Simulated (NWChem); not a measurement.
# the pair CH2F2···BH3O, step by step

We compute a single-point energy (singlet CH5BF2O, revPBE-D3(BJ)/jun-cc-pV(D+d)Z), then the energy (singlet CH2F2, revPBE-D3(BJ)/jun-cc-pV(D+d)Z), then the energy (singlet BH3O, revPBE-D3(BJ)/jun-cc-pV(D+d)Z), then a single-point energy (singlet CH2F2, revPBE-D3(BJ)/jun-cc-pV(D+d)Z), then a single-point energy (singlet BH3O, revPBE-D3(BJ)/jun-cc-pV(D+d)Z) of CH5BF2O and its partners. 

Program for the calculation: NWChem 7.3.0.

### Step 1. The system as given

The species is CH5BF2O (10 atoms), meant as a singlet with charge 0. The two molecules were placed rigidly side by side, at 1 times their contact distance; the pair isn't optimised.

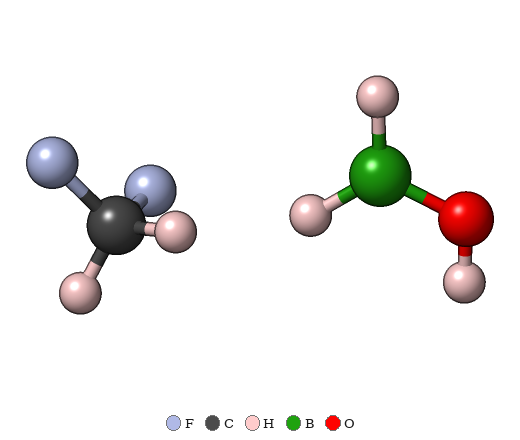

The structure, seen from a chosen angle (fluorine light blue, carbon dark grey, hydrogen pink, boron green, oxygen red).

### Step 2. A single-point energy at revPBE-D3(BJ)/jun-cc-pV(D+d)Z (run 1)

Input file ch5bf2o.nw:

```
start ch5bf2o
title "CH5BF2O revPBE"
memory stack 880 mb heap 220 mb global 1100 mb
charge 0

geometry units angstrom noautosym nocenter noautoz
F       -1.083280       0.205920       0.706580
C        0.000120      -0.002180      -0.074020
F        1.080520      -0.164480       0.721480
H       -0.152680      -0.918180      -0.651220
H        0.155320       0.878920      -0.702820
B       -3.576410       2.544000       0.441020
O       -4.339940       3.242560      -0.422360
H       -2.898000       3.177400       1.195670
H       -3.590070       1.342370       0.437250
H       -4.864620       2.687870      -1.005410
end

basis spherical bse
F library "jun-cc-pV(D+d)Z"
C library "jun-cc-pV(D+d)Z"
H library "jun-cc-pV(D+d)Z"
B library "jun-cc-pV(D+d)Z"
O library "jun-cc-pV(D+d)Z"
end

dft
xc revpbe cpbe96
disp vdw 4
grid fine
convergence energy 1e-08
maxiter 100
mulliken
noprint "final vectors analysis"
end

task dft energy
```

The run is started by

```sh
$ nwchem ch5bf2o.nw > ch5bf2o.out
```

Log:

```text
[...]
          Wavefunction type:  closed shell.
          No. of atoms     :    10
          No. of electrons :    42
[...]
          Charge           :     0
          Spin multiplicity:     1
[...]
          AO basis - number of functions:   115
[...]
              XC Information
              --------------
                        RevPBE Exchange Functional  1.000
            Perdew 1991 LDA Correlation Functional  1.000 local
           PerdewBurkeErnz. Correlation Functional  1.000 non-local
[...]
 d= 0,ls=0.0,diis     1   -340.6698966340 -4.94D+02  1.68D-02  1.34D+00     2.5
[...]
 d= 0,ls=0.0,diis    11   -340.8211888083 -1.38D-10  9.37D-08  2.25D-10    22.0
         Total DFT energy =     -340.821188808328
      One electron energy =     -774.464014021931
           Coulomb energy =      320.603335597501
    Exchange-Corr. energy =      -40.713981096827
 Nuclear repulsion energy =      153.762609380238
    Dispersion correction =       -0.009138667309
[...]
      Total Density - Mulliken Population Analysis
     ---------------------------------------------
    Atom       Charge   Shell Charges
 -----------   ------   -------------------------------------------------------
    1 F    9     9.18   2.01  0.90  1.00  0.04  3.33  1.80  0.10  0.01
    2 C    6     5.79   2.01  0.70  0.35  0.05  1.96  0.50  0.02  0.20
    3 F    9     9.19   2.01  0.90  1.00  0.05  3.33  1.80  0.10  0.01
    4 H    1     0.92   0.77  0.13  0.03
    5 H    1     0.92   0.77  0.13  0.03
    6 B    5     5.00   2.02  0.60  0.36  0.03  1.55  0.31  0.00  0.13
    7 O    8     8.18   2.01  0.85  0.79  0.10  2.88  1.42  0.13  0.01
    8 H    1     1.03   0.76  0.25  0.01
    9 H    1     1.02   0.76  0.24  0.01
   10 H    1     0.76   0.71 -0.03  0.08
[...]
```

Run time: 23 s. Hardware: 1 thread of Intel Xeon 6975P-C (Granite Rapids), shared host; peak memory 0.12 GiB.

### Step 3. CH2F2: a single-point energy at revPBE-D3(BJ)/jun-cc-pV(D+d)Z (run 2)

Input file mol.nw:

```
START mol
memory total 2200 mb

GEOMETRY units au noautosym nocenter noautoz
  F   -2.04710252   0.38913240   1.33524269
  C    0.00022677  -0.00411960  -0.13987753
  F    2.04188687  -0.31082215   1.36339960
  H   -0.28852338  -1.73510873  -1.23062745
  H    0.29351226   1.66091809  -1.32813731
END

BASIS spherical bse
  * library "jun-cc-pV(D+d)Z"
END

DFT
  xc revpbe cpbe96
  disp vdw 4
  grid fine
  convergence energy 1e-08
  iterations 100
  mulliken
  noprint "final vectors analysis"
END

TASK dft energy
```

The run is started by

```sh
$ nwchem mol.nw > mol.out
```

Log:

```text
[...]
          Wavefunction type:  closed shell.
          No. of atoms     :     5
          No. of electrons :    26
[...]
          Charge           :     0
          Spin multiplicity:     1
[...]
          AO basis - number of functions:    64
[...]
              XC Information
              --------------
                        RevPBE Exchange Functional  1.000
            Perdew 1991 LDA Correlation Functional  1.000 local
           PerdewBurkeErnz. Correlation Functional  1.000 non-local
[...]
 d= 0,ls=0.0,diis     1   -238.8368780174 -3.16D+02  2.26D-02  9.18D-01     0.7
[...]
 d= 0,ls=0.0,diis     7   -238.9372263537 -9.15D-09  8.92D-07  2.36D-09     3.5
         Total DFT energy =     -238.937226353719
      One electron energy =     -484.388495908911
           Coulomb energy =      194.971364328548
    Exchange-Corr. energy =      -26.984221629494
 Nuclear repulsion energy =       77.468210543617
    Dispersion correction =       -0.004083687478
[...]
      Total Density - Mulliken Population Analysis
     ---------------------------------------------
    Atom       Charge   Shell Charges
 -----------   ------   -------------------------------------------------------
    1 F    9     9.20   2.01  0.90  1.00  0.05  3.33  1.80  0.10  0.01
    2 C    6     5.76   2.01  0.70  0.34  0.03  1.96  0.49  0.02  0.20
    3 F    9     9.20   2.01  0.90  1.00  0.05  3.33  1.80  0.10  0.01
    4 H    1     0.92   0.77  0.13  0.03
    5 H    1     0.92   0.77  0.13  0.03
[...]
```

It took 4.2 s on 1 thread of Intel Xeon 6975P-C (Granite Rapids), shared host; peak memory 0.11 GiB.

### Step 4. BH3O: a single-point energy at revPBE-D3(BJ)/jun-cc-pV(D+d)Z (run 3)

Input file job.nw:

```
start job
title "BH3O"
memory stack 880 mb heap 220 mb global 1100 mb
geometry units angstrom noautosym nocenter noautoz
  B       -3.576410       2.544000       0.441020
  O       -4.339940       3.242560      -0.422360
  H       -2.898000       3.177400       1.195670
  H       -3.590070       1.342370       0.437250
  H       -4.864620       2.687870      -1.005410
end
basis spherical bse
  * library "jun-cc-pV(D+d)Z"
end
dft
  xc revpbe cpbe96
  mult 1
  disp vdw 4
  grid fine
  convergence energy 1e-08
  iterations 100
  mulliken
  print low
end
task dft
```

The run is started by

```sh
$ nwchem job.nw > job.out
```

Log:

```text
[...]
 d= 0,ls=0.0,diis     1   -101.8328660061 -1.32D+02  2.45D-02  4.18D-01     0.4
[...]
 d= 0,ls=0.0,diis     8   -101.8840315903  6.45D-09  3.68D-06  1.10D-07     2.6
         Total DFT energy =     -101.884031590251
      One electron energy =     -198.218548650092
           Coulomb energy =       79.661212470307
    Exchange-Corr. energy =      -13.727325146655
 Nuclear repulsion energy =       30.404659265408
    Dispersion correction =       -0.004029529220
[...]
      Total Density - Mulliken Population Analysis
     ---------------------------------------------
    Atom       Charge   Shell Charges
 -----------   ------   -------------------------------------------------------
    1 B    5     4.98   2.02  0.60  0.34  0.02  1.54  0.30  0.01  0.13
    2 O    8     8.18   2.01  0.85  0.78  0.10  2.88  1.42  0.13  0.01
    3 H    1     1.04   0.76  0.26  0.01
    4 H    1     1.04   0.76  0.26  0.01
    5 H    1     0.76   0.71 -0.03  0.08
[...]
```

Run time: 3.3 s. Hardware: 1 thread of Intel Xeon 6975P-C (Granite Rapids), shared host; peak memory 0.12 GiB.

### Step 5. CH2F2 among ghost functions: a single-point energy at revPBE-D3(BJ)/jun-cc-pV(D+d)Z (with ghost functions) (run 4)

Input file m1.nw:

```
start m1
title "CH2F2 revPBE"
memory total 2200 mb

geometry units angstrom noautosym nocenter noautoz
  F    -1.083280    0.205920    0.706580
  C     0.000120   -0.002180   -0.074020
  F     1.080520   -0.164480    0.721480
  H    -0.152680   -0.918180   -0.651220
  H     0.155320    0.878920   -0.702820
  bqB     -3.576410     2.544000     0.441020
  bqO     -4.339940     3.242560    -0.422360
  bqH     -2.898000     3.177400     1.195670
  bqH     -3.590070     1.342370     0.437250
  bqH     -4.864620     2.687870    -1.005410
end

basis spherical bse
  F library "jun-cc-pV(D+d)Z"
  C library "jun-cc-pV(D+d)Z"
  H library "jun-cc-pV(D+d)Z"
  bqB library B "jun-cc-pV(D+d)Z"
  bqO library O "jun-cc-pV(D+d)Z"
  bqH library H "jun-cc-pV(D+d)Z"
end

dft
  xc revpbe cpbe96
  disp vdw 4
  grid fine
  convergence energy 1e-08
  iterations 100
  mulliken
  print low
end

task dft energy
```

The run is started by

```sh
$ nwchem m1.nw > m1.out
```

Log:

```text
[...]
 d= 0,ls=0.0,diis     1   -238.8369386837 -3.16D+02  1.29D-02  9.19D-01     2.3
[...]
 d= 0,ls=0.0,diis     7   -238.9373171016 -9.79D-10  4.91D-06  1.76D-07    13.2
         Total DFT energy =     -238.937317101577
      One electron energy =     -484.389144237741
           Coulomb energy =      194.971877458453
    Exchange-Corr. energy =      -26.984182776773
 Nuclear repulsion energy =       77.468216142026
    Dispersion correction =       -0.004083687542
[...]
      Total Density - Mulliken Population Analysis
     ---------------------------------------------
    Atom       Charge   Shell Charges
 -----------   ------   -------------------------------------------------------
    1 F    9     9.18   2.01  0.90  1.00  0.04  3.33  1.80  0.10  0.01
    2 C    6     5.79   2.01  0.70  0.35  0.05  1.96  0.49  0.02  0.20
    3 F    9     9.19   2.01  0.90  1.00  0.05  3.33  1.80  0.10  0.01
    4 H    1     0.92   0.77  0.13  0.03
    5 H    1     0.92   0.77  0.13  0.03
    6 X    0    -0.00  -0.00 -0.00  0.00 -0.00 -0.00 -0.00 -0.00  0.00
    7 X    0    -0.00  -0.00  0.00 -0.00 -0.00 -0.00 -0.00 -0.00 -0.00
    8 X    0    -0.00   0.00 -0.00 -0.00
    9 X    0     0.00  -0.00  0.00  0.00
   10 X    0     0.00  -0.00  0.00  0.00
[...]
```

It took 14 s on 1 thread of Intel Xeon 6975P-C (Granite Rapids), shared host; peak memory 0.12 GiB.

### Step 6. BH3O among ghost functions: the energy at revPBE-D3(BJ)/jun-cc-pV(D+d)Z (with ghost functions) (run 5)

Input file bh3o.nw:

```
start bh3o
title "BH3O"
memory stack 880 mb heap 220 mb global 1100 mb
charge 0

geometry units bohr noautosym nocenter noautoz
  B     -6.75843541     4.80746326     0.83340702
  O     -8.20129800     6.12755034    -0.79814473
  H     -5.47642631     6.00441579     2.25948884
  H     -6.78424907     2.53671166     0.82628275
  H     -9.19279950     5.07933816    -1.89994954
  bqF     -2.047103     0.389132     1.335243
  bqC      0.000227    -0.004120    -0.139878
  bqF      2.041887    -0.310822     1.363400
  bqH     -0.288523    -1.735109    -1.230627
  bqH      0.293512     1.660918    -1.328137
end

basis spherical bse
  B library "jun-cc-pV(D+d)Z"
  O library "jun-cc-pV(D+d)Z"
  H library "jun-cc-pV(D+d)Z"
  bqF library F "jun-cc-pV(D+d)Z"
  bqC library C "jun-cc-pV(D+d)Z"
  bqH library H "jun-cc-pV(D+d)Z"
end

dft
  xc revpbe cpbe96
  disp vdw 4
  grid fine
  convergence energy 1e-08
  iterations 100
  mulliken
  print low
end

task dft energy
```

The run is started by

```sh
$ nwchem bh3o.nw > bh3o.out
```

Log:

```text
[...]
 d= 0,ls=0.0,diis     1   -101.8329278316 -1.32D+02  1.10D-02  4.18D-01     2.1
[...]
 d= 0,ls=0.0,diis     8   -101.8841173003  6.60D-09  1.65D-06  1.12D-07    14.2
         Total DFT energy =     -101.884117300344
      One electron energy =     -198.217764087381
           Coulomb energy =       79.660265630040
    Exchange-Corr. energy =      -13.727246373308
 Nuclear repulsion energy =       30.404657059427
    Dispersion correction =       -0.004029529123
[...]
      Total Density - Mulliken Population Analysis
     ---------------------------------------------
    Atom       Charge   Shell Charges
 -----------   ------   -------------------------------------------------------
    1 B    5     4.99   2.02  0.60  0.35  0.03  1.55  0.30  0.01  0.13
    2 O    8     8.19   2.01  0.85  0.79  0.11  2.88  1.42  0.13  0.01
    3 H    1     1.03   0.76  0.25  0.01
    4 H    1     1.03   0.76  0.25  0.01
    5 H    1     0.76   0.71 -0.03  0.08
    6 X    0     0.01   0.00  0.00 -0.00  0.00  0.00 -0.00  0.01 -0.00
    7 X    0    -0.00  -0.00  0.00 -0.00 -0.00  0.00 -0.00 -0.00  0.00
    8 X    0     0.00   0.00  0.00 -0.00  0.00 -0.00 -0.00  0.00 -0.00
    9 X    0    -0.00   0.00 -0.00  0.00
   10 X    0    -0.00   0.00 -0.00  0.00
[...]
```

It took 15 s on 1 thread of Intel Xeon 6975P-C (Granite Rapids), shared host; peak memory 0.12 GiB.

### Step 7. What came out

```
                                                                                                                 quantity          value
                                                                       run 1, revPBE-D3(BJ)/jun-cc-pV(D+d)Z: total energy  -340.82119 Eh
                                                                      run 1, revPBE-D3(BJ)/jun-cc-pV(D+d)Z: dipole moment         3.06 D
                                                                  run 1, revPBE-D3(BJ)/jun-cc-pV(D+d)Z: dispersion energy  -23.99 kJ/mol
                                                                                                      CH2F2: total energy  -238.93723 Eh
                                                                                                     CH2F2: dipole moment         1.87 D
                                                                                                 CH2F2: dispersion energy  -10.72 kJ/mol
                                                                                                       BH3O: total energy  -101.88403 Eh
                                                                                                  BH3O: dispersion energy  -10.58 kJ/mol
                                                                                CH2F2 among ghost functions: total energy  -238.93732 Eh
                                                                           CH2F2 among ghost functions: dispersion energy  -10.72 kJ/mol
                                                                                 BH3O among ghost functions: total energy  -101.88412 Eh
                                                                            BH3O among ghost functions: dispersion energy  -10.58 kJ/mol
              interaction energy of the rigid parts CH2F2 and BH3O (parts in their own basis; closest atoms 2.77 Å apart)       0.002 eV
interaction energy of the rigid parts CH2F2 and BH3O (parts in the whole basis, counterpoise; closest atoms 2.77 Å apart)       0.007 eV
```

In words: The interaction energy of the rigid parts CH2F2 and BH3O (parts in their own basis; closest atoms 2.77 Å apart) is 0.00 eV (0.2 kJ/mol). Without counterpoise this holds the superposition error of the basis. The interaction energy of the rigid parts CH2F2 and BH3O (parts in the whole basis, counterpoise; closest atoms 2.77 Å apart) is 0.01 eV (0.6 kJ/mol). The basis-set superposition error is 0.5 kJ/mol. Mulliken charges (CH2F2) run from -0.20 on F1 to +0.24 on C2; they depend strongly on the basis.
